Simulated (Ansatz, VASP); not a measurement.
**Cross-check of C between VASP and Ansatz**

One calculation is typed for both programs; each brings its own data sets and cutoff. How far apart do they land?

Calculated with Ansatz 0.2.0; plane waves, with VASP 6.6.1 beside it; band structure at HSE06.

The database entry behind the starting cell differs from later determinations by our own check (about 0.1 % long), so it need not match the best structure at ambient conditions.

### Step 1. Starting point

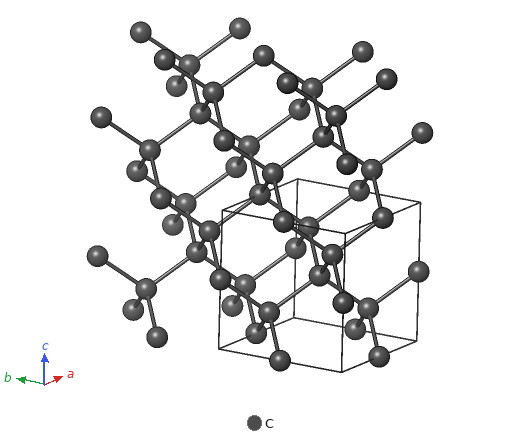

The starting structure, seen from a free direction (carbon dark grey). 1×2×2 cells are drawn. This picture shows the conventional cell, with its axes. Some periodic images of atoms are drawn too.

Structure file:

```cif
data_structure
_symmetry_space_group_name_H-M 'Fd-3m:1'
_symmetry_Int_Tables_number 227
_cell_length_a 3.5716
_cell_length_b 3.5716
_cell_length_c 3.5716
_cell_angle_alpha 90.000
_cell_angle_beta 90.000
_cell_angle_gamma 90.000
_cell_volume 45.56
loop_
_atom_site_label
_atom_site_type_symbol
_atom_site_symmetry_multiplicity
_atom_site_Wyckoff_symbol
_atom_site_fract_x
_atom_site_fract_y
_atom_site_fract_z
_atom_site_occupancy
C1 C 8 b 0.00000 0.00000 0.50000 1
```

### Step 2. Ansatz: band structure, HSE06

Ansatz runs on its default PAW (the set named soft_2) files.

Levels along a path test the potential and the projectors away from the mesh points.

File input.yaml:

```yaml
crystal:
  lattice:
    - [0.0, 1.785811, 1.785811]
    - [1.785811, 0.0, 1.785811]
    - [1.785811, 1.785811, 0.0]
  atoms:
    - { symbol: C, position: [0.0, 0.0, 0.0] }
    - { symbol: C, position: [0.25, 0.25, 0.25] }
hamiltonian:
  xc: { exchange: pbe, correlation: pbe, exx: { coeff: 0.25, omega: 0.2 } }
  pseudopotentials: { kind: paw }
kpoints:
  mp_grid: { grid: [7, 7, 7] }
  band_path:
    path:
      - [0.0, 0.0, 0.0]
      - [0.38889, 0.0, 0.38889]
      - [0.5, 0.0, 0.5]
      - [0.5, 0.22222, 0.72222]
      - [0.40278, 0.34722, 0.75]
      - [0.125, 0.125, 0.25]
      - [0.27778, 0.27778, 0.27778]
      - [0.55556, 0.38889, 0.55556]
      - [0.58333, 0.25, 0.66667]
      - [0.5, 0.30556, 0.69444]
      - [0.48611, 0.48611, 0.52778]
      - [0.625, 0.25, 0.625]
      - [0.5, 0.0, 0.5]
    npoints: 1
scf:
  occupations: { method: gaussian, width: 0.03 }
  n_extra_bands: 7
output:
  forces: true
  stress: true
  eigenvalues: true
```

Command:

```console
> ansatz run input.yaml --threads 4 --pin off --max-ram 9216MiB --backend cpu --events-out ev --progress --plain --runs-dir out
```

Numbers of over 12 decimals in the logs are rounded to 6 here.

Output:

```text
Warning: output.stress: scf.convergence.dr2_threshold = 1e-7 eV (the SCF's general default) is looser than the 2e-10 eV advised for a printed stress (1e-10 eV for each atom of the cell: 2). What an SCF threshold leaves in a stress goes as its square root, and in the free energy as the threshold itself, and one threshold admits the most on a small cell: [figures from the program's tests cut] Set scf.convergence.dr2_threshold to 2e-10 eV or tighter. The threshold is an SCF's pass mark: one that does not reach it within its budget of iterations ends unconverged, or closes short of it on a stop that the run arms, and scf.convergence.dr2_threshold's page says what that costs each kind of run
Warning: output.stress: scf.exx.energy_threshold = 1e-6 eV is looser than the 2e-8 eV advised for a stress under a hybrid functional (1e-8 eV for each atom of the cell: 2). Every SCF of the exchange loop can meet its threshold on dr2 while the loop round them stops early: no threshold on dr2 bounds what that leaves in the stress. Set scf.exx.energy_threshold to 2e-8 eV or tighter. The threshold is the loop's pass mark: a loop that does not reach it within its budget of cycles ends unconverged, and scf.exx.energy_threshold's page has the law
scf.n_extra_bands = 7 over 4 filled bands (N_el = 8.0): the run solves 11 bands
Engine: ansatz 0.2.0, aarch64-unknown-linux-gnu
Pseudopotentials: kind: paw
Pseudopotential: C, paw, valence charge 4, recommended cutoff 420 eV (normal), C.paw.azcp
Functional definition: unnamed
  parameter a_1 = 0.25
  parameter omega_1 = 0.2/angstrom
  exchange = pbe_x + (-a_1)*pbe_x_sr(omega_1) + a_1*exact_x_sr(omega_1)
  correlation = pbe_c
Crystal: 2 atoms, lattice volume = 11.390 Å³
Basis set: ecut = 420 eV, 229 PW (Γ), exchange–correlation on 36×36×36 points (8 copies of the dense FFT grid, shifted against one another)
Bands: 11, of which v1, the nominal top of the filled ones, is band 4 counted from 1 (3 counted from 0)
Symmetry: 48 space group operations
Space group: Fd-3m (ITA 227), of the structure as read, at distance tolerance 2.2e-5 Å
k-points: 20 of 343
Non-local potential: C, projectors of the file, l = 0: 2, l = 1: 2, l = 2: 1
PAW form: soft (Blöchl's): semilocal exchange-correlation on the pseudo side does not see the compensation charge
PAW frozen core: C, regenerated for the run's functional, and the local potential with it (the file was generated under x = pbe(κ = 0.804, μ = 0.219515), c = pbe(β = 0.066725))
PAW one-centre angular grid: C, 110 points (default); XC on 64 Gauss nodes
Initial density: superposition of atomic densities (neutral atoms: chi_scale 0, normalization atom), corrected by the library's trained network
Initial wavefunctions: pseudopotential atomic-orbital guess
Functional: x = pbe(κ = 0.804, μ = 0.219515), c = pbe(β = 0.066725), warm-up for x = pbe(κ = 0.804, μ = 0.219515) + 0.25 (exact − pbe) at short range (hse, ω = 0.2 Å⁻¹), c = pbe(β = 0.066725)
SCF iter   1: F=—  HF=-501.612923 eV  |F-HF|=—  |Δ(HF+E_count)|=         —  Δρ=1.75e-3  dr2=1.09e-4  ethr=1.77e-3  ⟨swp⟩=2.0  Hψ=1404  notcnv=0
preconditioner: auto → none  [insulator: Δε(μ)=4.269 eV  Ē_g=24.930 eV  σ=0.030 eV  W_gap=1.00  n_scr=0 (ndim 8)  ℏωp=31.1 eV  f_vac=0.000  D(μ)=0.00/eV (n_scr^D=0)]
SCF iter   2: F=-501.613096 eV  HF=-501.613050 eV  |F-HF|=4.59e-5  |Δ(HF+E_count)|=   1.27e-4  Δρ=8.51e-4  dr2=2.15e-5  ethr=1.36e-6  ⟨swp⟩=2.2  Hψ=312  notcnv=0  defer=4
SCF 1 stopped early in 2 iterations: F = -501.613096 eV  dr2 = 2.15e-5
  greatest PAW one-centre occupation: 0.643 electrons in one spin orbital (limit 2), on the C atom at site 1 (counted from 0), in its partial waves of l = 0
Initial density: handed on by an earlier stage of this run
Initial wavefunctions: those handed on with the density
Functional: x = pbe(κ = 0.804, μ = 0.219515) + 0.25 (exact − pbe) at short range (hse, ω = 0.2 Å⁻¹), c = pbe(β = 0.066725)
Exchange kernel: α = 0.2500, screened, ω = 0.2000 Å⁻¹, Wigner–Seitz truncation, v(0) = 1117.2254 eV·Å³, q-mesh 7×7×7, nearest image of the exchange supercell L = 17.68 Å, pair-density grid 12×12×12, without the augmentation charges, whose exchange is taken in its separable form by FFT convolution over the k-point mesh (sized by the pseudopotential files, 15×15×15 at the most), smooth part of the exact exchange by density-matrix convolution
Frozen-core exchange: fock
SCF iter   1: F=—  HF=-501.761395 eV  |F-HF|=—  |Δ(HF+E_count)|=         —  Δρ=9.99e-3  dr2=4.68e-3  ethr=2.68e-6  ⟨swp⟩=5.2  Hψ=962  notcnv=0
preconditioner: auto → none  [insulator: Δε(μ)=5.357 eV  Ē_g=27.635 eV  σ=0.030 eV  W_gap=1.00  n_scr=0 (ndim 8)  ℏωp=31.1 eV  f_vac=0.000  D(μ)=0.00/eV (n_scr^D=0)]
SCF iter   2: F=—  HF=-501.759570 eV  |F-HF|=—  |Δ(HF+E_count)|=   1.83e-3  Δρ=4.23e-3  dr2=7.56e-4  ethr=2.68e-6  ⟨swp⟩=3.0  Hψ=501  notcnv=0
SCF iter   3: F=—  HF=-501.761153 eV  |F-HF|=—  |Δ(HF+E_count)|=   1.58e-3  Δρ=9.00e-4  dr2=2.75e-5  ethr=2.68e-6  ⟨swp⟩=3.0  Hψ=362  notcnv=0
iter 4 solved again at ethr=1.11e-8 eV; its pass at ethr=3.19e-7 eV (dr2=8.92e-7 eV) is discarded
SCF iter   4: F=—  HF=-501.761143 eV  |F-HF|=—  |Δ(HF+E_count)|=   9.85e-6  Δρ=1.58e-4  dr2=2.39e-6  ethr=1.11e-8  ⟨swp⟩=2.2  Hψ=729  notcnv=0  defer=1
SCF iter   5: F=-501.761156 eV  HF=-501.761156 eV  |F-HF|=1.94e-7  |Δ(HF+E_count)|=   1.25e-5  Δρ=7.02e-5  dr2=3.80e-7  ethr=1.09e-8  ⟨swp⟩=3.0  Hψ=382  notcnv=0
SCF 2 stopped early in 5 iterations: F = -501.761156 eV  dr2 = 3.80e-7
  greatest PAW one-centre occupation: 0.646 electrons in one spin orbital (limit 2), on the C atom at site 1 (counted from 0), in its partial waves of l = 0
hybrid outer 1: dexx = +2.008e-3 eV, tail = 9.33e-6 eV
Exchange kernel: α = 0.2500, screened, ω = 0.2000 Å⁻¹, Wigner–Seitz truncation, v(0) = 1117.2254 eV·Å³, q-mesh 7×7×7, nearest image of the exchange supercell L = 17.68 Å, pair-density grid 12×12×12, without the augmentation charges, whose exchange is taken in its separable form by FFT convolution over the k-point mesh (sized by the pseudopotential files, 15×15×15 at the most), smooth part of the exact exchange by density-matrix convolution
Frozen-core exchange: fock
SCF iter   1: F=—  HF=-501.761202 eV  |F-HF|=—  |Δ(HF+E_count)|=         —  Δρ=7.51e-5  dr2=3.45e-7  ethr=5.83e-7  ⟨swp⟩=3.4  Hψ=501  notcnv=0
preconditioner: auto → none  [insulator: Δε(μ)=5.422 eV  Ē_g=27.643 eV  σ=0.030 eV  W_gap=1.00  n_scr=0 (ndim 8)  ℏωp=31.1 eV  f_vac=0.000  D(μ)=0.00/eV (n_scr^D=0)]
SCF iter   2: F=-501.761202 eV  HF=-501.761202 eV  |F-HF|=4.90e-9  |Δ(HF+E_count)|=   8.54e-8  Δρ=1.50e-5  dr2=1.22e-8  ethr=3.21e-9  ⟨swp⟩=3.0  Hψ=346  notcnv=0
SCF 3 converged in 2 iterations: F = -501.761202 eV  dr2 = 1.22e-8
  Residual-converged pass: ⟨swp⟩=3.0  Hψ=375  notcnv=0  max |occ|·‖R‖ = 2.3e-6 eV (tolerance 2.4e-6 eV)  dr2=1.22e-8  dr2_onsite=7.58e-10  max |Δocc| = 0.0e0
hybrid outer 2: dexx = +1.298e-7 eV, tail = 2.96e-8 eV, Δε = 2.31e-3 eV (about 1.31e-4 eV left of the loop's levels)
NSCF: frozen V_eff on 13 k-points
hybrid SCF converged: 2 outer / 7 inner (+2 warm-up), last move |dexx| = 1.30e-7 eV, tail = 2.96e-8 eV
Stability not checked: this state was not tested for a lower state beside it, because the functional holds exact exchange (a hybrid, or Hartree-Fock), whose exchange loop this test does not read (fock_operator; see scf.lower_state_search)
Free energy (F): -501.761202 eV
Frozen-core exchange: fock
Harris-Foulkes:  -501.761202 eV  (|F-HF|=4.90e-9)
Internal energy: -501.761202 eV  (E = F + TS)
E sigma→0 (E₀):  -501.761202 eV
Fermi energy:    15.323689 eV
--- Per-component energies (eV) ---
  E_band       = 22.334558
  E_kinetic    = 183.733636
  E_local      = -120.939176  (includes V_loc(G=0)·N_el)
  E_nonlocal   = 52.168813
  E_hartree    = 26.515448
  E_xc         = -78.740857
  E_vxc        = -96.775318  (∫ρ·V_xc dr)
  E_exx        = -18.396430  (= α·E_x^exact, valence–valence)
  E_paw        = -198.582455  (= ΣΔE_a)
  E_vpaw       = -12.091121  (= ΣTr[D̂ρ^β])
  E_aug_tail   = 0.000018  (compensation charges beyond the density's cutoff)
  E_ewald      = -347.485740
  E_core_change = -0.034457  (= ΣΔE_core)
  E_smearing   = -0.000000  (= −TS)
  E_closure    = -0.000001  (closes the sum)
  Σ components = -501.761202   (vs F -501.761202, Δ=0.00e0)
--- Forces (eV/Å), atoms counted from 1 ---
  atom   1  C      0.00000000    -0.00000000     0.00000000
  atom   2  C      0.00000000     0.00000000     0.00000000
  max |Σ_I F_I| component: 8.79e-17 eV/Å
--- Stress (GPa, compression-positive) ---
       -9.980491      -0.000000       0.000000
        0.000000      -9.980491       0.000000
       -0.000000       0.000000      -9.980491
  P = ⅓ Tr σ = -9.9805 GPa (-99.805 kbar)
--- Band table (eV; the first three rows and the last of 20) ---
  k-point 0: bands = [-10.8650, 12.6126, 12.6126, 12.6126, 19.6001, 19.6001, 19.6001, 27.7585, ... 3 higher]
  k-point 1: bands = [-10.2567, 9.3952, 11.7511, 11.7511, 20.7378, 20.7378, 21.1503, 28.2911, ... 3 higher]
  k-point 2: bands = [-8.4573, 4.0845, 10.4270, 10.4270, 22.2385, 22.2385, 22.4256, 29.4925, ... 3 higher]
  k-point 19: bands = [-1.7448, 0.1055, 2.7182, 5.4669, 22.1645, 26.0429, 27.3557, 28.1760, ... 3 higher]
```

Run time: 7.8 s. Hardware: 4 threads of Arm Neoverse V2, shared host; peak memory 0.44 GiB.

In the SCF lines HF is the Harris–Foulkes energy and dr2 the Hartree energy of the density residual, in eV; the loop may stop once dr2 is under the threshold and the program's other checks hold. Hψ counts applications of the Hamiltonian.

### Step 3. VASP: band structure, HSE06

The same cell, functional, mesh and smearing now go to VASP, with its own data sets and cutoff.

Lines of VASP's logs that name or quote its potential files are left out, and so is its time.

File INCAR:

```
SYSTEM = C
PREC = Accurate
ENCUT = 460
EDIFF = 1E-06
NELM = 100
ISMEAR = 0
SIGMA = 0.03
LREAL = .FALSE.
ALGO = Normal
LHFCALC = .TRUE.
AEXX = 0.25
GGA = PE
HFSCREEN = 0.2
LASPH = .TRUE.
NBANDS = 10
PRECFOCK = Fast
LORBIT = 11
LWAVE = .FALSE.
LCHARG = .FALSE.
KPAR = 4
```

File POSCAR:

```
C
1.0
    0.0000000000      1.7858110000      1.7858110000
    1.7858110000      0.0000000000      1.7858110000
    1.7858110000      1.7858110000      0.0000000000
C
2
Direct
    0.0000000000      0.0000000000      0.0000000000
    0.2500000000      0.2500000000      0.2500000000
```

File KPOINTS:

```
Automatic mesh
0
Gamma
7 7 7
0 0 0
```

File KPOINTS_OPT:

```
Line mode
10
Line-mode
Reciprocal
  0.00000000   0.00000000   0.00000000 GAMMA
  0.50000000   0.00000000   0.50000000 X

  0.50000000   0.00000000   0.50000000 X
  0.50000000   0.25000000   0.75000000 W

  0.50000000   0.25000000   0.75000000 W
  0.37500000   0.37500000   0.75000000 K

  0.37500000   0.37500000   0.75000000 K
  0.00000000   0.00000000   0.00000000 GAMMA

  0.00000000   0.00000000   0.00000000 GAMMA
  0.50000000   0.50000000   0.50000000 L

  0.50000000   0.50000000   0.50000000 L
  0.62500000   0.25000000   0.62500000 U

  0.62500000   0.25000000   0.62500000 U
  0.50000000   0.25000000   0.75000000 W

  0.50000000   0.25000000   0.75000000 W
  0.50000000   0.50000000   0.50000000 L

  0.50000000   0.50000000   0.50000000 L
  0.37500000   0.37500000   0.75000000 K

  0.62500000   0.25000000   0.62500000 U
  0.50000000   0.00000000   0.50000000 X
```

PAW data sets: C (PBE family, release 64).

Command:

```console
> mpirun -np 4 vasp_std
```

Output:

```text
[banner, memory and clock lines left out]
running    4 mpi-ranks, on    1 nodes
 distrk:  each k-point on    1 cores,    4 groups
 distr:  one band on    1 cores,    1 groups

 POSCAR found type information on POSCAR C
 POSCAR found :  1 types and       2 ions
 LDA part: xc-table for (Slater+PW92), standard interpolation
 found WAVECAR, reading the header
 POSCAR, INCAR and KPOINTS ok, starting setup
 FFT: planning ... GRIDC
 FFT: planning ... GRID_SOFT
 FFT: planning ... GRID
 reading WAVECAR
 the WAVECAR file was read successfully
 initial charge from wavefunction
 entering main loop
       N       E                     dE             d eps       ncg     rms          rms(c)
DAV:   1    -0.210856377929E+02   -0.21086E+02   -0.63941E-01   412   0.722E+00    0.104E+00
DAV:   2    -0.210882312174E+02   -0.25934E-02   -0.58060E-03   442   0.613E-01    0.663E-01
DAV:   3    -0.210874963825E+02    0.73483E-03   -0.33080E-04   424   0.159E-01    0.370E-01
DAV:   4    -0.210872569672E+02    0.23942E-03   -0.86655E-05   416   0.874E-02    0.205E-01
DAV:   5    -0.210871825979E+02    0.74369E-04   -0.24058E-05   422   0.471E-02    0.115E-01
DAV:   6    -0.210871595422E+02    0.23056E-04   -0.71202E-06   442   0.261E-02    0.644E-02
DAV:   7    -0.210871524448E+02    0.70974E-05   -0.23785E-06   424   0.153E-02    0.359E-02
DAV:   8    -0.210871506322E+02    0.18126E-05   -0.70827E-07   214   0.846E-03    0.206E-02
DAV:   9    -0.210871501966E+02    0.43557E-06   -0.29077E-07   212   0.563E-03
   1 F= -.21087150E+02 E0= -.21087150E+02  d E =-.674474E-17
 Start KPOINTS_OPT (optional k-point list driver)
k-point batch [1-20\100]
       N       E                     dE             ncg
DAV:   1     0.315901677236E+03   -0.59489E+04      424
DAV:   2    -0.782781615272E+02   -0.39418E+03      556
DAV:   3    -0.917878090899E+02   -0.13510E+02      458
DAV:   4    -0.918801301797E+02   -0.92321E-01      438
DAV:   5    -0.918803542582E+02   -0.22408E-03      442
DAV:   6    -0.918803546167E+02   -0.35853E-06      442
[...]
k-point batch [81-100\100]
       N       E                     dE             ncg
DAV:   1     0.160096725119E+03   -0.81038E+04      416
DAV:   2    -0.207525470932E+03   -0.36762E+03      506
DAV:   3    -0.217234318485E+03   -0.97088E+01      482
DAV:   4    -0.217303665750E+03   -0.69347E-01      512
DAV:   5    -0.217303768216E+03   -0.10247E-03      474
DAV:   6    -0.217303768353E+03   -0.13699E-06      474
```

(Continued in part 2 of 2.)

[Lines on the potential files, build, host, timing and source positions are cut from VASP's logs without a mark.]

[Logs are printed without paths, hosts, clocks, repeated set-up lines and the standing remarks that a program may print on its own settings, such as how far it seeks lower states.]

[Hosts, paths, dates, database ids (printed as entryN), source tags and the programs' standing remarks are cut or masked in the printed files.]
